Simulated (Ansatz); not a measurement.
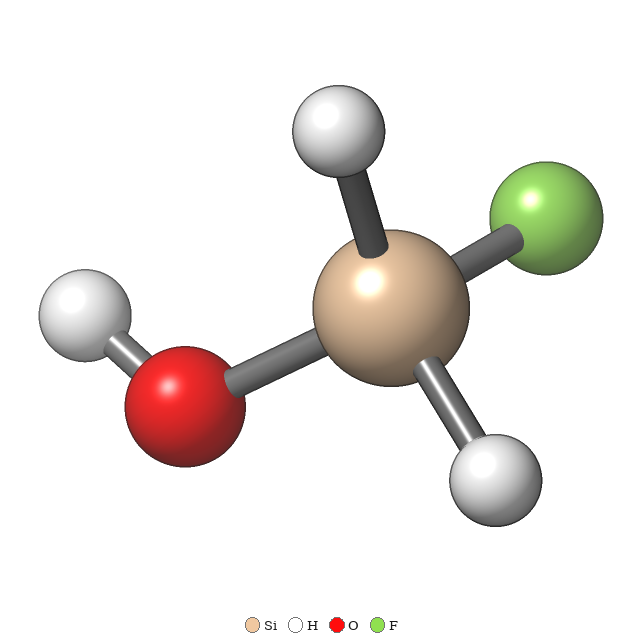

A ball-and-stick model of a molecule. Every bond is drawn as one stick, whatever its order.

> Count the atoms of each element.

FH3OSi, 6 atoms: 1 fluorine, 3 hydrogen, 1 oxygen and 1 silicon.

> How many bonds of each kind are drawn?

2 Si–H, 1 F–Si, 1 O–Si, 1 O–H. Sticks follow a distance rule.

> How many atoms are distinct by symmetry?

6: 1 Si, 1 H, 1 H, 1 O, 1 F, 1 H.

More results for the same structure follow; atom numbers are the same in all pictures, views and colours differ. The geometry was computed by an optimisation with PBE0-D4/def2-TZVP.

### Shape

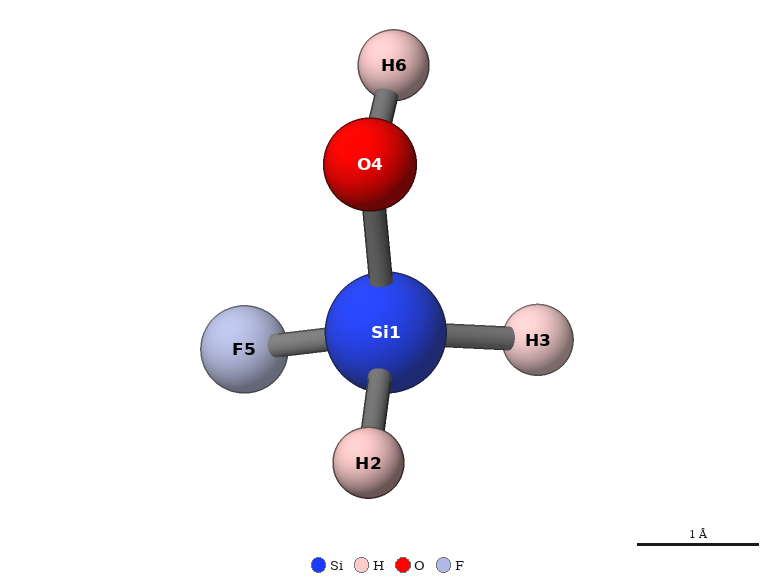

Numbered structure.

Which atoms are bonded, and how long are the bonds?

| bond | length (Å) |
| --- | --- |
| Si1–H2 | 1.474 |
| Si1–H3 | 1.482 |
| Si1–O4 | 1.630 |
| Si1–F5 | 1.596 |
| O4–H6 | 0.958 |

### Electronic properties

Properties computed with RKS PBE0-D4/def2-TZVPP (Ansatz 0.2.0).

> Give the HOMO energy (Kohn–Sham orbital) at this level.

−9.32 eV.

> What is the LUMO energy (Kohn–Sham orbital)?

0.37 eV.

### Vibrations

Harmonic vibrations computed with RKS PBE0-D4/def2-TZVP (Ansatz 0.2.0) at a stationary point of the same level.

> How many vibrational modes are there, and where do they lie?

12 modes: 243, 335, 646, 759, 833, 874, 916, 968, 987, 2247, 2292, 3928 cm⁻¹.

### Dipole moment

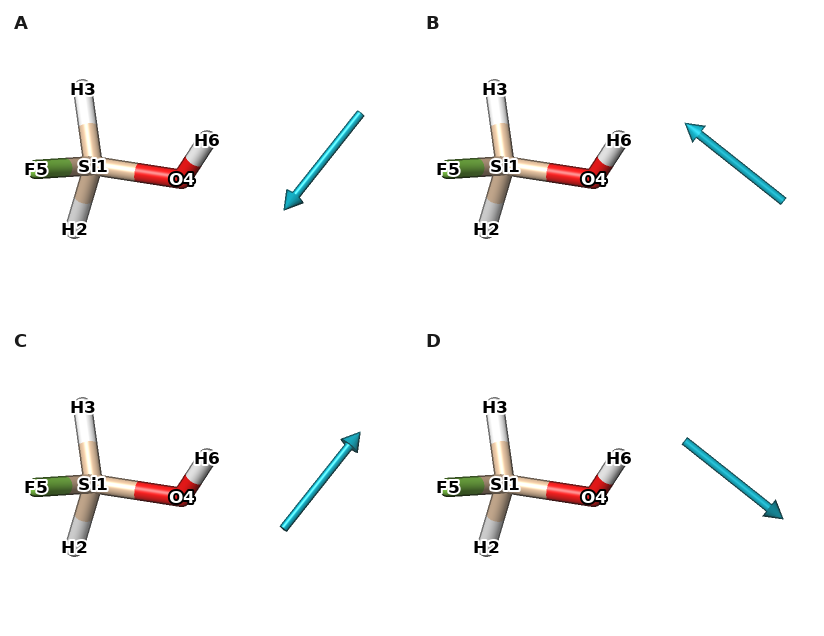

The same molecule four times, each with an arrow. Level of theory: RKS PBE0-D4/def2-TZVP (Ansatz 0.2.0).

> Which arrow points along the dipole moment, from the negative to the positive end?

C. The dipole moment is 1.63 D; it points from the side of H2, F5 to the side of H6 (the outermost atoms at the two ends).
